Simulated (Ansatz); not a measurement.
**ClCuHSi₂ (charge +1): density, localisation and related maps**

The calculation's input:

```
crystal:
  periodic: [false, false, false]
  atoms:
    - symbol: Cl
      position_ang: [0.082265, 1.863991, 1.114813]
    - symbol: Cu
      position_ang: [-0.792978, -0.582253, -1.604639]
    - symbol: Si
      position_ang: [0.428122, -0.069210, 0.567809]
    - symbol: Si
      position_ang: [-1.367874, -1.538200, 0.440831]
    - symbol: H
      position_ang: [1.878544, -0.391999, 0.491197]
basis:
  gaussian:
    orbitals: def2-TZVPD
hamiltonian:
  xc: {name: PBE0}
output: {forces: true, orbitals: {seedname: orbitals}}
magnetization:
  spin_polarized: false
total_charge: 1
```

Run with:

```sh
ansatz run input.yaml --threads 2 --pin off --max-ram 4350MiB --events-out events.jsonl --progress --plain --runs-dir runs
```

Geometry: B3LYP-D3(BJ)/def2-SVP.

Method: isolated molecule in a Gaussian basis; Kohn-Sham density functional theory, functional PBE0 (Ansatz).

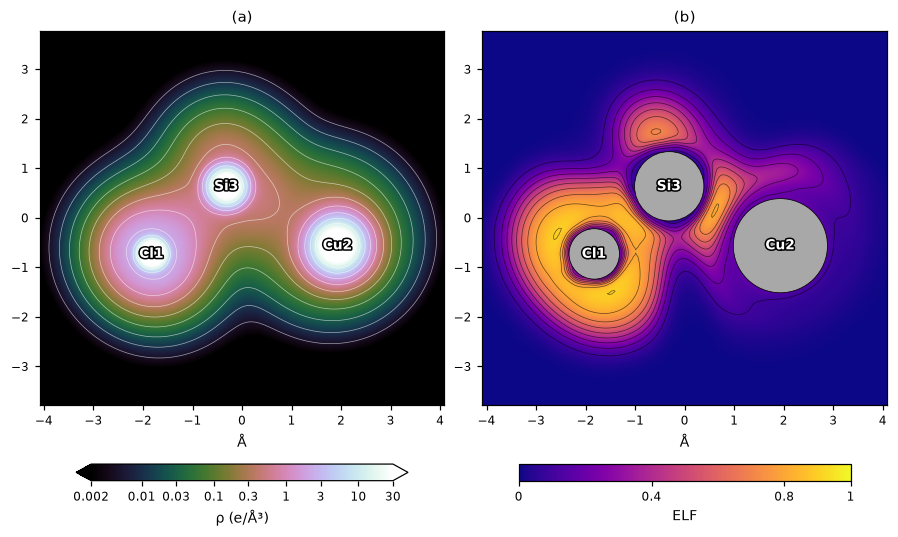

Figure 1. (a) total electron density; (b) ELF on the plane of atoms Cl1, Si3 and Cu2. Grey discs cover the atomic cores in the ELF map.

### Read the bonding off the picture.

The plane passes through Cl, Cu and Si nuclei. Si–Cl (2.04 Å): ρ at the midpoint is about 0.93 e/Å³; the ELF peaks at about 0.85 between the atoms; a shared but strongly polarised pair. Cu–Si (2.54 Å): ρ is about 0.36 e/Å³ halfway; the ELF peaks at about 0.80 between the atoms. The ELF also peaks beside Cl1, away from the bonds: lone-pair regions.

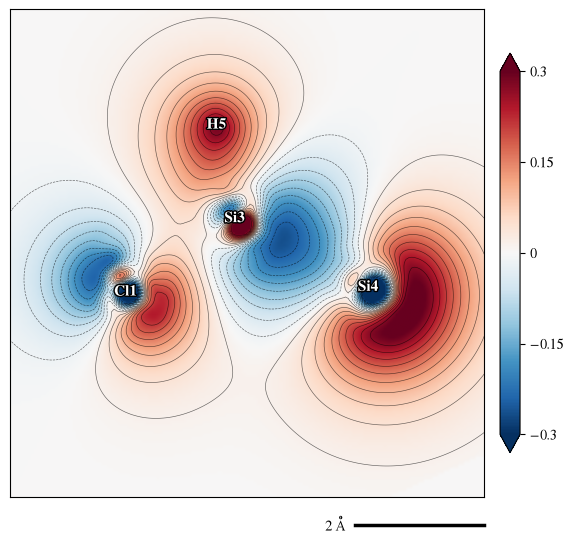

Figure 2. The HOMO−1 on the plane of atoms Cl1, Si3 and Si4 (values in Å⁻³ᐟ²; the overall sign is arbitrary).

### Describe this orbital and give its energy.

It lies mainly on Si4 (about 45 %), Cu2 (about 25 %), Si3 (about 15 %) and Cl1 (about 10 %). Its energy is −12.49 eV.

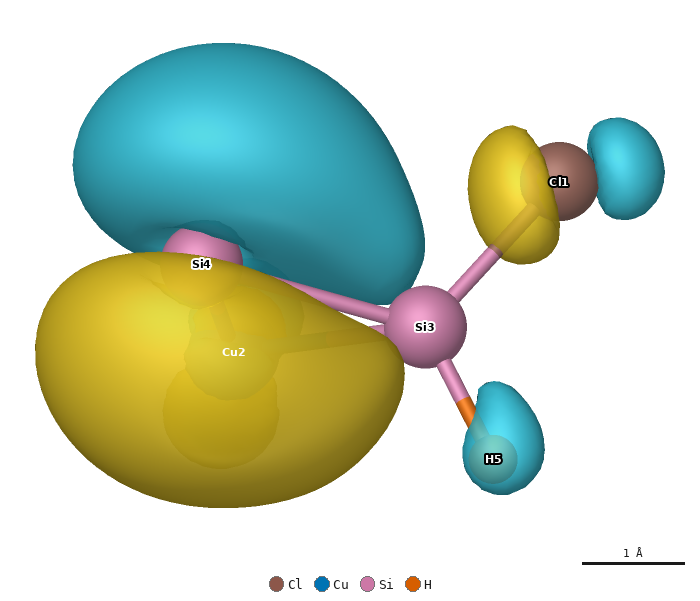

Figure 3. The LUMO at ±0.08 Å⁻³ᐟ² (yellow and cyan are the two phases), seen at a tilt.

### What is the character of this orbital?

By Hirshfeld shares it lies mainly on Si4 (about 70 %), Cu2 (about 15 %) and Si3 (about 15 %). Its energy is −8.81 eV.
